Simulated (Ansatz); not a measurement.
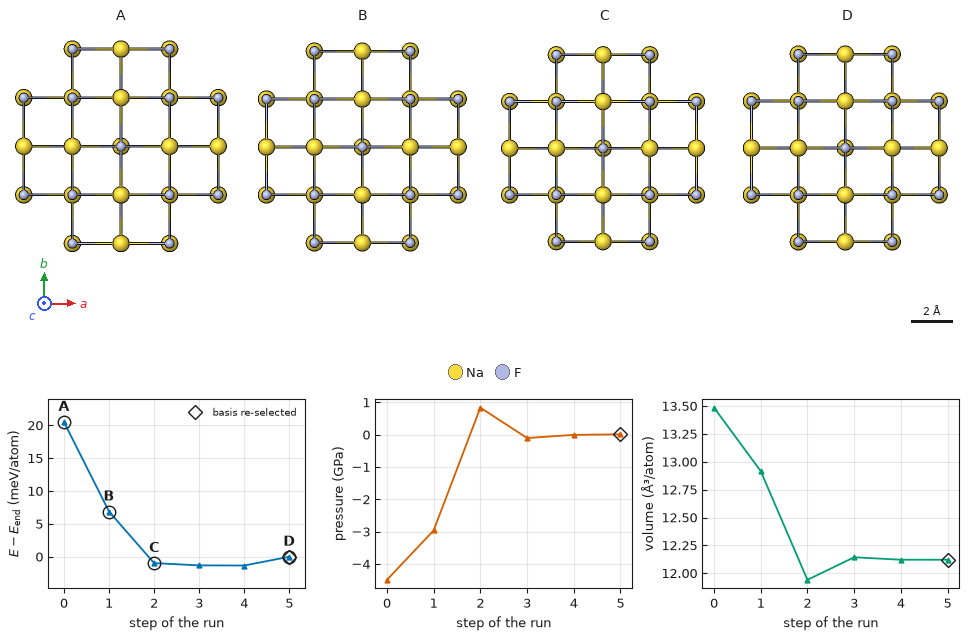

Frames of a relaxation of solid NaF (set up in Fm-3m), marked on the history of the run. A ball-and-stick model of the conventional cell (4 times the calculation's cell), seen along the c axis. Lengths and directions refer to the drawn axes.

All numbers below come from Ansatz, DFT, r2SCAN, PAW with Ansatz's default frozen-core files, scalar-relativistic; changed: basis.xc_grid = 1, scf.mixing.preconditioner = "ldos".

Input file:
```yaml
crystal:
  lattice:
    - [0.0, 2.3802865178, 2.3802865178]
    - [2.3802865178, 0.0, 2.3802865178]
    - [2.3802865178, 2.3802865178, 0.0]
  atoms:
    - { symbol: Na, position: [0.0, 0.0, 0.0] }
    - { symbol: F, position: [0.5, 0.5, 0.5] }
kpoints:
  mp_grid: { grid: [9, 9, 9] }
scf:
  occupations: { method: fermi_dirac, width: 0.02 }
  mixing: { preconditioner: ldos }
hamiltonian:
  xc: r2scan
  pseudopotentials: { kind: paw }
output:
  forces: true
  stress: true
  efg: { contact_densities: true }
relax:
  f_tol: 0.005
  max_steps: 80
  cell: {}
basis:
  xc_grid: 1
```

Launched with:
```bash
ansatz run input.yaml --threads 1 --pin off --max-ram 2048MiB --backend cpu --events-out ev --progress --plain --runs-dir out
```

Describe the path.

Answer. Over 4 accepted moves (5 points after the start) the energy falls by 20.5 meV per atom. All forces vanish by symmetry, so only the cell relaxes. The pressure goes from −4.49 to 0.01 GPa. The SCF was repeated once at an unchanged geometry on a basis and grid sized afresh for the cell, which shifted the energy by 1.3 meV per atom at most. The atoms keep their places relative to the cell (all moves are under 0.005 Å). Cell: a = b = c 4.761 → 4.594 Å (−3.5 %). Volume −10.1 %. Some distances before and after: Na1–Na1 3.366 → 3.249 Å, Na1–F2 2.380 → 2.297 Å. The space group stays Fm-3m (No. 225). From step 0 to 1: volume −4.2 %, energy −13.6 meV per atom. From step 1 to 2: volume −7.6 %, energy −7.8 meV per atom. From step 2 to 5: volume +1.5 %, energy +1.0 meV per atom.

```json
{"step": "0", "E − E(0), meV/atom": "0.00", "pressure, GPa": "-4.49", "volume, Å³/atom": "13.486", "note": ""}
{"step": "1", "E − E(0), meV/atom": "-13.63", "pressure, GPa": "-2.96", "volume, Å³/atom": "12.916", "note": ""}
{"step": "2", "E − E(0), meV/atom": "-21.48", "pressure, GPa": "0.84", "volume, Å³/atom": "11.941", "note": ""}
{"step": "3", "E − E(0), meV/atom": "-21.83", "pressure, GPa": "-0.10", "volume, Å³/atom": "12.143", "note": ""}
{"step": "4", "E − E(0), meV/atom": "-21.85", "pressure, GPa": "0.00", "volume, Å³/atom": "12.121", "note": ""}
{"step": "5", "E − E(0), meV/atom": "-20.52", "pressure, GPa": "0.01", "volume, Å³/atom": "12.121", "note": "same geometry, new basis"}
```
